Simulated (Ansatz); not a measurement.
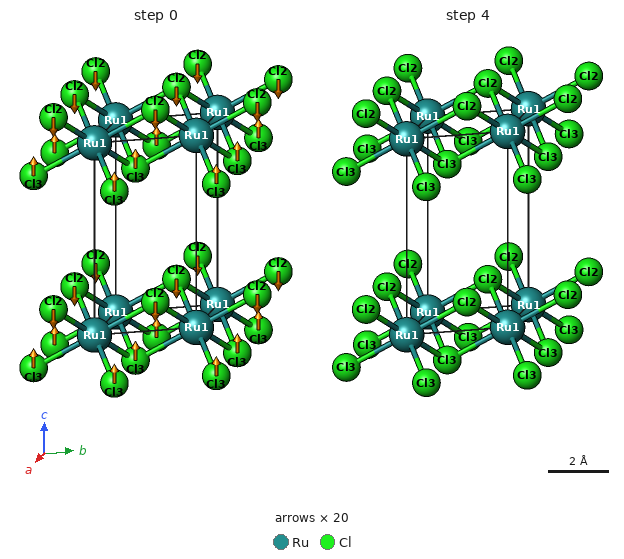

The structure of a crystal of RuCl₂ (built on the CdI2 type) before (left) and after (right) a relaxation, at one scale. The orange arrows give the displacements (the part carried along by the change of the cell is left out), magnified 20 times.

A ball-and-stick model of the cell of the calculation, seen slightly off an axis.

Case: volume × 1.070.

These are results of DFT PBE, scalar-relativistic, plane waves, PAW in Ansatz, not measurements. Settings: plane-wave cutoff 420 eV; k-point mesh 12 × 12 × 6; occupations gaussian; smearing width 0.05 eV; no spin polarisation; cell relaxed at fixed volume; force threshold 0.01 eV/Å; at most 40 steps.

What changed between the two?

Answer. After 3 accepted moves (4 points after the start) the energy has fallen by 4.2 meV per atom. Largest force component: 0.25 eV/Å at the start, 0.0002 eV/Å at the end. The pressure goes from −1.92 to −0.07 GPa. At 1 point the geometry stayed and the basis and grid were re-selected for the new cell (energy shift of less than 0.05 meV per atom at most each time). The largest moves relative to the cell, 0.035 Å, are those of Cl2 and Cl3. Cl3 goes along +c. Ru stays in place. The drawn cell changes at constant volume: a = b 3.635 → 3.600 Å (−1.0 %), c 6.651 → 6.784 Å (+2.0 %). Among the contacts that change: Ru1–Cl2 2.434 → 2.411 Å. The space group stays P-3m1 (No. 164). The run took 18 s on 2 threads of Arm Neoverse V2, on a shared host, peak memory 0.42 GiB.

Limits of the set-up: layers or molecules are held without a dispersion correction, so their spacing is unreliable.
